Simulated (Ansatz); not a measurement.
**H₂O₂ (triplet): HSE06, B2PLYP, RPA-PBE over a scan of the distance O1–H3 along a hydrogen transfer, cc-pVTZ**

Aim: run H₂O₂ (triplet) with these functionals over a scan of the distance O1–H3 along a hydrogen transfer, and hold them against the top wave-function level at the same points.

Program: Ansatz 0.2.0, Gaussian basis. Level of theory: cc-pVTZ, all electrons in the functionals, frozen cores in the correlation of double hybrids and RPA. These are calculated values, not measurements.

Plan: HSE06, B2PLYP, RPA-PBE, at 0.960 Å; 1.000 Å; 1.080 Å; 1.161 Å; 1.241 Å.

### 1 The system

The geometry derives from fragments relaxed apart (PBE0/def2-TZVP) and kept rigid, so it is no stationary point. A hydrogen atom is moved between rigid fragments.

4 atoms, charge 0, spin multiplicity 3.

Atoms are counted from 1 here; the program's logs count them from 0.

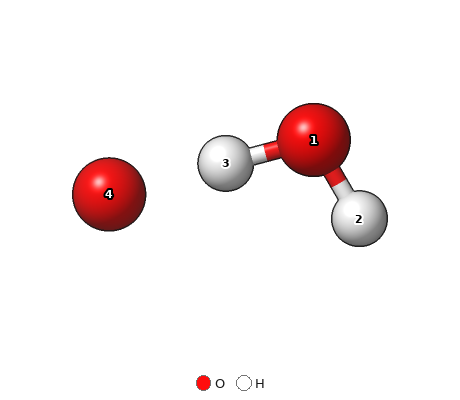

The structure; oxygen red, hydrogen white; atoms are numbered from 1 in the order of the file.

No dispersion term is added. HSE06 is the plane-wave form.

The geometry shown and the zero of energy belong to the point 0.960 Å. The yardstick, UCCSDT(Q), and other wave-function levels (R restricted, U unrestricted, valence and pair active spaces) come from earlier runs.

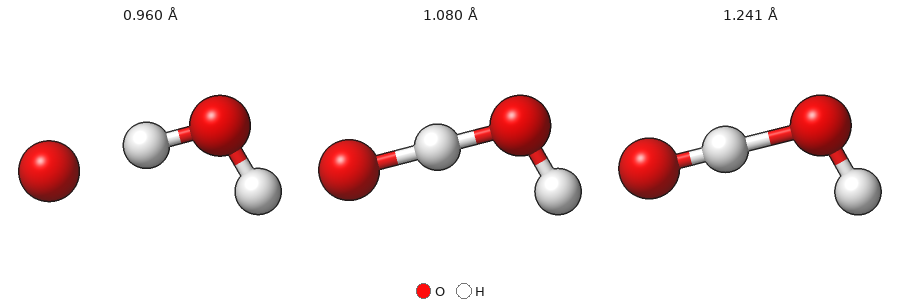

Three points of the scan; sticks are drawn by distance.

### 2 HSE06, 0.960 Å

The input, in.yaml:

```yaml
crystal:
  periodic: [false, false, false]
  atoms:
    - {symbol: O, position_ang: [-1.070435, -0.027457, 0.000000]}
    - {symbol: H, position_ang: [-1.319745, 0.899119, 0.000000]}
    - {symbol: H, position_ang: [-0.110906, -0.027457, 0.000000]}
    - {symbol: O, position_ang: [1.160565, -0.027457, 0.000000]}
basis:
  gaussian: {orbitals: cc-pVTZ}
magnetization: {spin_polarized: true, initial_magnetization: 2}
hamiltonian: {xc: {name: HSE06}}
```

Run with:

```bash
> ansatz run in.yaml --threads 2 --pin off --events-out ev --progress --plain --max-ram 16896MiB --backend cuda --devices 0, --max-vram 18GiB
```

The log of the run:

```text
Functional definition: HSE06
  name "HSE06"
  cite "Heyd, Scuseria & Ernzerhof, J. Chem. Phys. 118, 8207 (2003) doi:10.1063/1.1564060"
  cite "Krukau, Vydrov, Izmaylov & Scuseria, J. Chem. Phys. 125, 224106 (2006) doi:10.1063/1.2404663"
  cite "Heyd & Scuseria, J. Chem. Phys. 120, 7274 (2004) doi:10.1063/1.1668634"
  cite "Ernzerhof & Perdew, J. Chem. Phys. 109, 3313 (1998) doi:10.1063/1.476928"
  cite "Perdew, Burke & Ernzerhof, Phys. Rev. Lett. 77, 3865 (1996) doi:10.1103/PhysRevLett.77.3865"
  parent pbe
  parameter a = 0.25
  parameter omega = 0.11/bohr
  # The whole range is PBE's own exchange, as in plane waves. The composition of these papers is wPBEh.
  exchange = pbe_x - a*pbe_x_sr(omega) + a*exact_x_sr(omega)
  correlation = pbe_c
454 factors; their error is unknown
42 factors; integrals over basis functions are off by at most 1.1e-6 eV
mean field evaluation 1: about -4113.3980 eV, gradient 4.0e1 eV
mean field evaluation 2: about -4057.5397 eV, gradient 1.1e2 eV
mean field evaluation 4: about -4118.1663 eV, gradient 8.9e0 eV
mean field evaluation 8: about -4118.5452 eV, gradient 3.3e-1 eV
mean field evaluation 16: about -4118.8183 eV, gradient 4.6e-1 eV
mean field evaluation 32: about -4118.7813 eV, gradient 1.3e-1 eV
mean field -4118.82391221 eV, -151.3639869347 hartree, gradient 5.7e-6 eV, S^2 2.007368; 3 other end points of the search recorded, 0 dependent functions left out
reference -4118.82392943 eV, -151.3639875674 hartree; 10, 8 occupied and 78, 80 virtual orbitals, 454 factors
Total energy: -4118.82392943 eV, -151.3639875674 hartree
```

It took 6 s on 1 × H100 (card shared with other runs) with 2 threads of AMD EPYC 7R13, shared host; peak host memory 0.77 GiB.

From the report: ⟨S²⟩ of the determinant 2.007 (pure triplet: 2.00).

### 3 HSE06, 1.000 Å

The input, in.yaml:

```yaml
crystal:
  periodic: [false, false, false]
  atoms:
    - {symbol: O, position_ang: [-1.071635, -0.027457, 0.000000]}
    - {symbol: H, position_ang: [-1.320944, 0.899119, 0.000000]}
    - {symbol: H, position_ang: [-0.071635, -0.027457, 0.000000]}
    - {symbol: O, position_ang: [1.159365, -0.027457, 0.000000]}
basis:
  gaussian: {orbitals: cc-pVTZ}
magnetization: {spin_polarized: true, initial_magnetization: 2}
hamiltonian: {xc: {name: HSE06}}
```

The command is unchanged.

The log of the run:

```text
Functional definition: HSE06
  name "HSE06"
  cite "Heyd, Scuseria & Ernzerhof, J. Chem. Phys. 118, 8207 (2003) doi:10.1063/1.1564060"
  cite "Krukau, Vydrov, Izmaylov & Scuseria, J. Chem. Phys. 125, 224106 (2006) doi:10.1063/1.2404663"
  cite "Heyd & Scuseria, J. Chem. Phys. 120, 7274 (2004) doi:10.1063/1.1668634"
  cite "Ernzerhof & Perdew, J. Chem. Phys. 109, 3313 (1998) doi:10.1063/1.476928"
  cite "Perdew, Burke & Ernzerhof, Phys. Rev. Lett. 77, 3865 (1996) doi:10.1103/PhysRevLett.77.3865"
  parent pbe
  parameter a = 0.25
  parameter omega = 0.11/bohr
  # The whole range is PBE's own exchange, as in plane waves. The composition of these papers is wPBEh.
  exchange = pbe_x - a*pbe_x_sr(omega) + a*exact_x_sr(omega)
  correlation = pbe_c
454 factors; their error is unknown
42 factors; integrals over basis functions are off by at most 1.1e-6 eV
mean field evaluation 1: about -4113.2609 eV, gradient 4.0e1 eV
mean field evaluation 2: about -4057.4203 eV, gradient 1.1e2 eV
mean field evaluation 4: about -4118.1933 eV, gradient 8.0e0 eV
mean field evaluation 8: about -4118.5220 eV, gradient 3.1e-1 eV
mean field evaluation 16: about -4118.8269 eV, gradient 3.4e-1 eV
mean field evaluation 32: about -4118.7871 eV, gradient 1.3e-1 eV
mean field -4118.83078928 eV, -151.3642396624 hartree, gradient 6.6e-6 eV, S^2 2.008641; 4 other end points of the search recorded, 0 dependent functions left out
reference -4118.83080648 eV, -151.3642402942 hartree; 10, 8 occupied and 78, 80 virtual orbitals, 454 factors
Total energy: -4118.83080648 eV, -151.3642402942 hartree
```

It took 2 s on 1 × H100 (card shared with other runs) with 2 threads of AMD EPYC 7R13, shared host; peak host memory 0.77 GiB.

From the report: ⟨S²⟩ of the determinant 2.009 (pure triplet: 2.00).

From 0.960 Å: -0.007 eV.

### 4 HSE06, 1.080 Å

The input, in.yaml:

```yaml
crystal:
  periodic: [false, false, false]
  atoms:
    - {symbol: O, position_ang: [-1.074005, -0.027457, 0.000000]}
    - {symbol: H, position_ang: [-1.323315, 0.899119, 0.000000]}
    - {symbol: H, position_ang: [0.005995, -0.027457, 0.000000]}
    - {symbol: O, position_ang: [1.156995, -0.027457, 0.000000]}
basis:
  gaussian: {orbitals: cc-pVTZ}
magnetization: {spin_polarized: true, initial_magnetization: 2}
hamiltonian: {xc: {name: HSE06}}
```

The command is unchanged.

The log of the run:

```text
Functional definition: HSE06
  name "HSE06"
  cite "Heyd, Scuseria & Ernzerhof, J. Chem. Phys. 118, 8207 (2003) doi:10.1063/1.1564060"
  cite "Krukau, Vydrov, Izmaylov & Scuseria, J. Chem. Phys. 125, 224106 (2006) doi:10.1063/1.2404663"
  cite "Heyd & Scuseria, J. Chem. Phys. 120, 7274 (2004) doi:10.1063/1.1668634"
  cite "Ernzerhof & Perdew, J. Chem. Phys. 109, 3313 (1998) doi:10.1063/1.476928"
  cite "Perdew, Burke & Ernzerhof, Phys. Rev. Lett. 77, 3865 (1996) doi:10.1103/PhysRevLett.77.3865"
  parent pbe
  parameter a = 0.25
  parameter omega = 0.11/bohr
  # The whole range is PBE's own exchange, as in plane waves. The composition of these papers is wPBEh.
  exchange = pbe_x - a*pbe_x_sr(omega) + a*exact_x_sr(omega)
  correlation = pbe_c
454 factors; their error is unknown
43 factors; integrals over basis functions are off by at most 1.1e-6 eV
mean field evaluation 1: about -4112.8160 eV, gradient 4.0e1 eV
mean field evaluation 2: about -4057.5274 eV, gradient 1.1e2 eV
mean field evaluation 4: about -4118.2703 eV, gradient 4.2e0 eV
mean field evaluation 8: about -4118.3856 eV, gradient 1.4e-1 eV
mean field evaluation 16: about -4118.4633 eV, gradient 2.8e0 eV
mean field evaluation 32: about -4118.7160 eV, gradient 1.3e-1 eV
mean field -4118.75862427 eV, -151.3615876469 hartree, gradient 9.1e-6 eV, S^2 2.010979; 4 other end points of the search recorded, 0 dependent functions left out
reference -4118.75864138 eV, -151.3615882758 hartree; 10, 8 occupied and 78, 80 virtual orbitals, 454 factors
Total energy: -4118.75864138 eV, -151.3615882758 hartree
```

Wall time 2.1 s (1 × H100 (card shared with other runs) with 2 threads of AMD EPYC 7R13, shared host); peak host memory 0.77 GiB.

From the report: ⟨S²⟩ of the determinant 2.011 (pure triplet: 2.00).

From 0.960 Å: +0.065 eV.

### 5 HSE06, 1.161 Å

The input, in.yaml:

```yaml
crystal:
  periodic: [false, false, false]
  atoms:
    - {symbol: O, position_ang: [-1.076406, -0.027457, 0.000000]}
    - {symbol: H, position_ang: [-1.325715, 0.899119, 0.000000]}
    - {symbol: H, position_ang: [0.084594, -0.027457, 0.000000]}
    - {symbol: O, position_ang: [1.154594, -0.027457, 0.000000]}
basis:
  gaussian: {orbitals: cc-pVTZ}
magnetization: {spin_polarized: true, initial_magnetization: 2}
hamiltonian: {xc: {name: HSE06}}
```

Same command.

The log of the run:

```text
Functional definition: HSE06
  name "HSE06"
  cite "Heyd, Scuseria & Ernzerhof, J. Chem. Phys. 118, 8207 (2003) doi:10.1063/1.1564060"
  cite "Krukau, Vydrov, Izmaylov & Scuseria, J. Chem. Phys. 125, 224106 (2006) doi:10.1063/1.2404663"
  cite "Heyd & Scuseria, J. Chem. Phys. 120, 7274 (2004) doi:10.1063/1.1668634"
  cite "Ernzerhof & Perdew, J. Chem. Phys. 109, 3313 (1998) doi:10.1063/1.476928"
  cite "Perdew, Burke & Ernzerhof, Phys. Rev. Lett. 77, 3865 (1996) doi:10.1103/PhysRevLett.77.3865"
  parent pbe
  parameter a = 0.25
  parameter omega = 0.11/bohr
  # The whole range is PBE's own exchange, as in plane waves. The composition of these papers is wPBEh.
  exchange = pbe_x - a*pbe_x_sr(omega) + a*exact_x_sr(omega)
  correlation = pbe_c
454 factors; their error is unknown
43 factors; integrals over basis functions are off by at most 1.1e-6 eV
mean field evaluation 1: about -4112.4317 eV, gradient 4.0e1 eV
mean field evaluation 2: about -4059.6066 eV, gradient 1.1e2 eV
mean field evaluation 4: about -4117.3209 eV, gradient 1.5e1 eV
mean field evaluation 8: about -4118.2603 eV, gradient 1.6e0 eV
mean field evaluation 16: about -4118.2792 eV, gradient 2.3e-2 eV
mean field evaluation 32: about -4118.5402 eV, gradient 1.2e0 eV
mean field evaluation 64: about -4118.6094 eV, gradient 3.2e0 eV
mean field -4118.66259895 eV, -151.3580587816 hartree, gradient 8.6e-6 eV, S^2 2.011466; 6 other end points of the search recorded, 0 dependent functions left out
reference -4118.66261595 eV, -151.3580594064 hartree; 10, 8 occupied and 78, 80 virtual orbitals, 454 factors
Total energy: -4118.66261595 eV, -151.3580594064 hartree
```

It took 2.5 s on 1 × H100 (card shared with other runs) with 2 threads of AMD EPYC 7R13, shared host; peak host memory 0.77 GiB.

From the report: ⟨S²⟩ of the determinant 2.011 (pure triplet: 2.00).

From 0.960 Å: +0.161 eV.

### 6 HSE06, 1.241 Å

The input, in.yaml:

```yaml
crystal:
  periodic: [false, false, false]
  atoms:
    - {symbol: O, position_ang: [-1.078776, -0.027457, 0.000000]}
    - {symbol: H, position_ang: [-1.328086, 0.899119, 0.000000]}
    - {symbol: H, position_ang: [0.162224, -0.027457, 0.000000]}
    - {symbol: O, position_ang: [1.152224, -0.027457, 0.000000]}
basis:
  gaussian: {orbitals: cc-pVTZ}
magnetization: {spin_polarized: true, initial_magnetization: 2}
hamiltonian: {xc: {name: HSE06}}
```

Same command.

The log of the run:

```text
Functional definition: HSE06
  name "HSE06"
  cite "Heyd, Scuseria & Ernzerhof, J. Chem. Phys. 118, 8207 (2003) doi:10.1063/1.1564060"
  cite "Krukau, Vydrov, Izmaylov & Scuseria, J. Chem. Phys. 125, 224106 (2006) doi:10.1063/1.2404663"
  cite "Heyd & Scuseria, J. Chem. Phys. 120, 7274 (2004) doi:10.1063/1.1668634"
  cite "Ernzerhof & Perdew, J. Chem. Phys. 109, 3313 (1998) doi:10.1063/1.476928"
  cite "Perdew, Burke & Ernzerhof, Phys. Rev. Lett. 77, 3865 (1996) doi:10.1103/PhysRevLett.77.3865"
  parent pbe
  parameter a = 0.25
  parameter omega = 0.11/bohr
  # The whole range is PBE's own exchange, as in plane waves. The composition of these papers is wPBEh.
  exchange = pbe_x - a*pbe_x_sr(omega) + a*exact_x_sr(omega)
  correlation = pbe_c
454 factors; their error is unknown
43 factors; integrals over basis functions are off by at most 1.1e-6 eV
mean field evaluation 1: about -4112.7788 eV, gradient 3.8e1 eV
mean field evaluation 2: about -4067.9712 eV, gradient 1.0e2 eV
mean field evaluation 4: about -4115.4509 eV, gradient 2.5e1 eV
mean field evaluation 8: about -4118.0586 eV, gradient 4.7e0 eV
mean field evaluation 16: about -4118.2176 eV, gradient 1.7e-1 eV
mean field evaluation 32: about -4118.5469 eV, gradient 8.6e-5 eV
mean field -4118.54690985 eV, -151.3538072858 hartree, gradient 8.7e-6 eV, S^2 2.009784; 4 other end points of the search recorded, 0 dependent functions left out
reference -4118.54692673 eV, -151.3538079060 hartree; 10, 8 occupied and 78, 80 virtual orbitals, 454 factors
Total energy: -4118.54692673 eV, -151.3538079060 hartree
```

Wall time 2.5 s (1 × H100 (card shared with other runs) with 2 threads of AMD EPYC 7R13, shared host); peak host memory 0.76 GiB.

From the report: ⟨S²⟩ of the determinant 2.010 (pure triplet: 2.00).

From 0.960 Å: +0.277 eV.

### 7 B2PLYP, 0.960 Å

The input, in.yaml:

```yaml
crystal:
  periodic: [false, false, false]
  atoms:
    - {symbol: O, position_ang: [-1.070435, -0.027457, 0.000000]}
    - {symbol: H, position_ang: [-1.319745, 0.899119, 0.000000]}
    - {symbol: H, position_ang: [-0.110906, -0.027457, 0.000000]}
    - {symbol: O, position_ang: [1.160565, -0.027457, 0.000000]}
basis:
  gaussian: {orbitals: cc-pVTZ}
magnetization: {spin_polarized: true, initial_magnetization: 2}
hamiltonian: {xc: {name: B2PLYP}}
correlation: {electrons: outside_noble_gas}
```

Launched as before.

The log of the run:

```text
Functional definition: B2PLYP
  name "B2PLYP"
  cite "Grimme, J. Chem. Phys. 124, 034108 (2006) doi:10.1063/1.2148954"
  cite "Becke, Phys. Rev. A 38, 3098 (1988) doi:10.1103/PhysRevA.38.3098"
  cite "Lee, Yang & Parr, Phys. Rev. B 37, 785 (1988) doi:10.1103/PhysRevB.37.785"
  parameter a = 0.53
  parameter c = 0.27
  exchange = (1 - a)*b88_x + a*exact_x
  correlation = (1 - c)*lyp_c + c*(mp2_os + mp2_ss)
529 factors; integrals over basis functions are off by at most 1.4e-3 eV
mean field evaluation 1: about -4112.8057 eV, gradient 3.5e1 eV
mean field evaluation 2: about -4112.8269 eV, gradient 3.5e1 eV
mean field evaluation 4: about -4116.3017 eV, gradient 9.9e0 eV
mean field evaluation 8: about -4116.7075 eV, gradient 7.2e-1 eV
mean field evaluation 16: about -4116.6906 eV, gradient 7.3e-1 eV
mean field evaluation 32: about -4116.9347 eV, gradient 1.1e-1 eV
mean field evaluation 64: about -4114.3248 eV, gradient 9.8e-1 eV
mean field -4116.96666528 eV, -151.2957343688 hartree, gradient 2.6e-6 eV, S^2 2.011209; 5 other end points of the search recorded, 0 dependent functions left out
2 core orbitals not correlated: weight in the atoms' cores, before any rotation towards them, 1.000 or more for the frozen orbitals, at most 0.000 for the correlated occupied ones
reference -4116.96674991 eV, -151.2957374790 hartree; 8, 6 occupied and 78, 80 virtual orbitals, 529 factors
second order -13.72917712 eV of doubles, -0.00000000 eV of singles
Total energy: -4120.67362774 eV, -151.4319627264 hartree
```

Wall time 10 s (1 × H100 (card shared with other runs) with 2 threads of AMD EPYC 7R13, shared host); peak host memory 0.76 GiB.

From the report: ⟨S²⟩ of the determinant 2.011 (pure triplet: 2.00).

### 8 B2PLYP, 1.000 Å

The input, in.yaml:

```yaml
crystal:
  periodic: [false, false, false]
  atoms:
    - {symbol: O, position_ang: [-1.071635, -0.027457, 0.000000]}
    - {symbol: H, position_ang: [-1.320944, 0.899119, 0.000000]}
    - {symbol: H, position_ang: [-0.071635, -0.027457, 0.000000]}
    - {symbol: O, position_ang: [1.159365, -0.027457, 0.000000]}
basis:
  gaussian: {orbitals: cc-pVTZ}
magnetization: {spin_polarized: true, initial_magnetization: 2}
hamiltonian: {xc: {name: B2PLYP}}
correlation: {electrons: outside_noble_gas}
```

The command is unchanged.

The log of the run:

```text
Functional definition: B2PLYP
  name "B2PLYP"
  cite "Grimme, J. Chem. Phys. 124, 034108 (2006) doi:10.1063/1.2148954"
  cite "Becke, Phys. Rev. A 38, 3098 (1988) doi:10.1103/PhysRevA.38.3098"
  cite "Lee, Yang & Parr, Phys. Rev. B 37, 785 (1988) doi:10.1103/PhysRevB.37.785"
  parameter a = 0.53
  parameter c = 0.27
  exchange = (1 - a)*b88_x + a*exact_x
  correlation = (1 - c)*lyp_c + c*(mp2_os + mp2_ss)
530 factors; integrals over basis functions are off by at most 9.9e-4 eV
mean field evaluation 1: about -4112.6803 eV, gradient 3.5e1 eV
mean field evaluation 2: about -4112.7015 eV, gradient 3.5e1 eV
mean field evaluation 4: about -4116.0974 eV, gradient 1.1e1 eV
mean field evaluation 8: about -4116.6004 eV, gradient 7.6e-1 eV
mean field evaluation 16: about -4116.6245 eV, gradient 3.1e-1 eV
mean field evaluation 32: about -4116.8765 eV, gradient 1.1e-1 eV
mean field evaluation 64: about -4114.6919 eV, gradient 9.6e-1 eV
mean field -4116.90912593 eV, -151.2936198367 hartree, gradient 7.0e-8 eV, S^2 2.014286; 4 other end points of the search recorded, 0 dependent functions left out
2 core orbitals not correlated: weight in the atoms' cores, before any rotation towards them, 1.000 or more for the frozen orbitals, at most 0.000 for the correlated occupied ones
reference -4116.90921042 eV, -151.2936229417 hartree; 8, 6 occupied and 78, 80 virtual orbitals, 530 factors
second order -13.89811497 eV of doubles, -0.00000000 eV of singles
Total energy: -4120.66170146 eV, -151.4315244440 hartree
```

Run time: 2.6 s. Hardware: 1 × H100 (card shared with other runs) with 2 threads of AMD EPYC 7R13, shared host; peak host memory 0.76 GiB.

From the report: ⟨S²⟩ of the determinant 2.014 (pure triplet: 2.00).

From 0.960 Å: +0.012 eV.

### 9 B2PLYP, 1.080 Å

The input, in.yaml:

```yaml
crystal:
  periodic: [false, false, false]
  atoms:
    - {symbol: O, position_ang: [-1.074005, -0.027457, 0.000000]}
    - {symbol: H, position_ang: [-1.323315, 0.899119, 0.000000]}
    - {symbol: H, position_ang: [0.005995, -0.027457, 0.000000]}
    - {symbol: O, position_ang: [1.156995, -0.027457, 0.000000]}
basis:
  gaussian: {orbitals: cc-pVTZ}
magnetization: {spin_polarized: true, initial_magnetization: 2}
hamiltonian: {xc: {name: B2PLYP}}
correlation: {electrons: outside_noble_gas}
```

Same command.

The log of the run:

```text
Functional definition: B2PLYP
  name "B2PLYP"
  cite "Grimme, J. Chem. Phys. 124, 034108 (2006) doi:10.1063/1.2148954"
  cite "Becke, Phys. Rev. A 38, 3098 (1988) doi:10.1103/PhysRevA.38.3098"
  cite "Lee, Yang & Parr, Phys. Rev. B 37, 785 (1988) doi:10.1103/PhysRevB.37.785"
  parameter a = 0.53
  parameter c = 0.27
  exchange = (1 - a)*b88_x + a*exact_x
  correlation = (1 - c)*lyp_c + c*(mp2_os + mp2_ss)
527 factors; integrals over basis functions are off by at most 1.3e-3 eV
mean field evaluation 1: about -4112.3756 eV, gradient 3.4e1 eV
mean field evaluation 2: about -4112.3967 eV, gradient 3.4e1 eV
mean field evaluation 4: about -4115.5825 eV, gradient 1.3e1 eV
mean field evaluation 8: about -4116.2641 eV, gradient 8.1e-1 eV
mean field evaluation 16: about -4116.7172 eV, gradient 2.0e0 eV
mean field evaluation 32: about -4116.7409 eV, gradient 3.7e-1 eV
mean field evaluation 64: about -4116.0068 eV, gradient 1.1e0 eV
mean field -4116.74131825 eV, -151.2874530180 hartree, gradient 2.1e-6 eV, S^2 2.021382; 8 other end points of the search recorded, 0 dependent functions left out
2 core orbitals not correlated: weight in the atoms' cores, before any rotation towards them, 1.000 or more for the frozen orbitals, at most 0.000 for the correlated occupied ones
reference -4116.74140216 eV, -151.2874561018 hartree; 8, 6 occupied and 78, 80 virtual orbitals, 527 factors
second order -14.14180542 eV of doubles, -0.00000000 eV of singles
Total energy: -4120.55968962 eV, -151.4277755780 hartree
```

It took 2.5 s on 1 × H100 (card shared with other runs) with 2 threads of AMD EPYC 7R13, shared host; peak host memory 0.76 GiB.

From the report: ⟨S²⟩ of the determinant 2.021 (pure triplet: 2.00).

From 0.960 Å: +0.114 eV.

### 10 B2PLYP, 1.161 Å

The input, in.yaml:

```yaml
crystal:
  periodic: [false, false, false]
  atoms:
    - {symbol: O, position_ang: [-1.076406, -0.027457, 0.000000]}
    - {symbol: H, position_ang: [-1.325715, 0.899119, 0.000000]}
    - {symbol: H, position_ang: [0.084594, -0.027457, 0.000000]}
    - {symbol: O, position_ang: [1.154594, -0.027457, 0.000000]}
basis:
  gaussian: {orbitals: cc-pVTZ}
magnetization: {spin_polarized: true, initial_magnetization: 2}
hamiltonian: {xc: {name: B2PLYP}}
correlation: {electrons: outside_noble_gas}
```

Same command.

The log of the run:

```text
Functional definition: B2PLYP
  name "B2PLYP"
  cite "Grimme, J. Chem. Phys. 124, 034108 (2006) doi:10.1063/1.2148954"
  cite "Becke, Phys. Rev. A 38, 3098 (1988) doi:10.1103/PhysRevA.38.3098"
  cite "Lee, Yang & Parr, Phys. Rev. B 37, 785 (1988) doi:10.1103/PhysRevB.37.785"
  parameter a = 0.53
  parameter c = 0.27
  exchange = (1 - a)*b88_x + a*exact_x
  correlation = (1 - c)*lyp_c + c*(mp2_os + mp2_ss)
532 factors; integrals over basis functions are off by at most 9.9e-4 eV
mean field evaluation 1: about -4112.3923 eV, gradient 3.3e1 eV
mean field evaluation 2: about -4112.4136 eV, gradient 3.3e1 eV
mean field evaluation 4: about -4115.1050 eV, gradient 1.4e1 eV
mean field evaluation 8: about -4115.8990 eV, gradient 9.0e-1 eV
mean field evaluation 16: about -4116.6447 eV, gradient 6.6e-2 eV
mean field evaluation 32: about -4116.5075 eV, gradient 6.2e0 eV
mean field evaluation 64: about -4115.9874 eV, gradient 2.0e0 eV
mean field -4116.64545046 eV, -151.2839299419 hartree, gradient 2.9e-6 eV, S^2 2.022493; 8 other end points of the search recorded, 0 dependent functions left out
2 core orbitals not correlated: weight in the atoms' cores, before any rotation towards them, 1.000 or more for the frozen orbitals, at most 0.000 for the correlated occupied ones
reference -4116.64553358 eV, -151.2839329966 hartree; 8, 6 occupied and 78, 80 virtual orbitals, 532 factors
second order -14.08220003 eV of doubles, -0.00000000 eV of singles
Total energy: -4120.44772759 eV, -151.4236610492 hartree
```

Run time: 2.9 s. Hardware: 1 × H100 (card shared with other runs) with 2 threads of AMD EPYC 7R13, shared host; peak host memory 0.76 GiB.

From the report: ⟨S²⟩ of the determinant 2.022 (pure triplet: 2.00).

From 0.960 Å: +0.226 eV.

[end of part 1 of 2]
